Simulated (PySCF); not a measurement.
```xyz
19

C    -1.8519    1.0414    0.5859
N    -1.3418   -0.2720    0.2806
C    -2.4002   -1.2032   -0.0123
Si    0.2329   -0.5305   -0.3678
C     1.4501    0.6195    0.5171
Si    3.2644    0.2156    0.1626
H    -2.3849    1.4808   -0.2671
H    -1.0341    1.7008    0.8609
H    -2.5503    0.9806    1.4260
H    -2.9760   -0.9022   -0.8963
H    -1.9802   -2.1881   -0.1949
H    -3.0873   -1.2634    0.8366
H     0.5100   -1.9418   -0.0827
H     0.3546   -0.3066   -1.8235
H     1.2656    1.6521    0.2212
H     1.2776    0.5714    1.5919
H     3.5399    0.3562   -1.2686
H     3.5748   -1.1500    0.5861
H     4.1268    1.1488    0.8976
```

Geometry: GFN2-xTB.

Computed with CAM-B3LYP/def2-SVPD, SCF density, gas phase in PySCF.

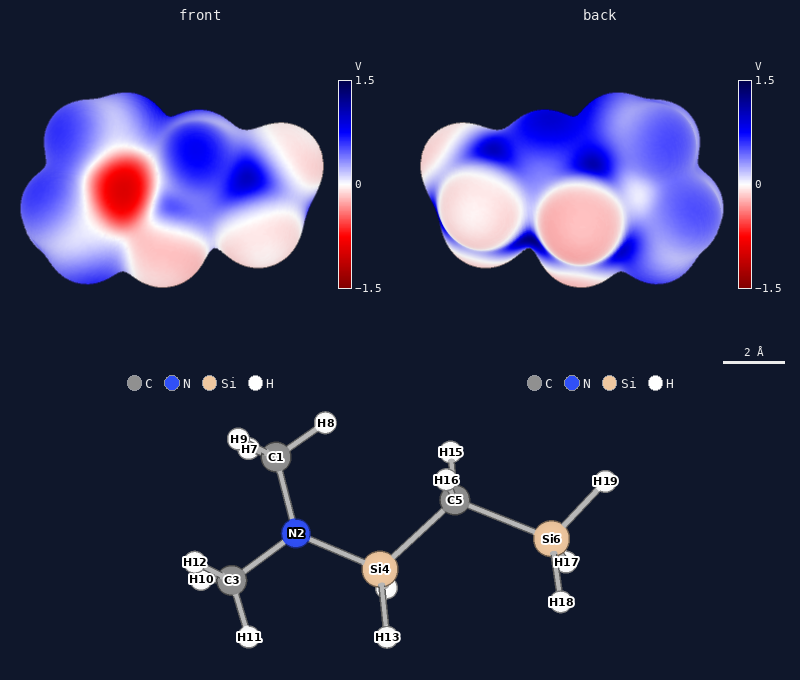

C₃H₁₃NSi₂ (SMILES CN(C)[SiH2]C[SiH3]). The electrostatic potential painted on the density surface at 0.002 e/bohr³, seen from the front and from behind; red is negative and blue positive. The bare structure is drawn below in the same view.

Question: Which sites attract a positive test charge, and which a negative one?

Answer: A positive charge is drawn to the negative regions and a negative charge to the positive ones. The most negative region (about −0.9 V, or −21 kcal/mol for a unit charge) lies over N2, the most positive (about +1.1 V, or +25 kcal/mol for a unit charge) over Si4 and Si6.

Question: What dipole moment does the calculation give?

Answer: Its dipole moment is 1.28 D.
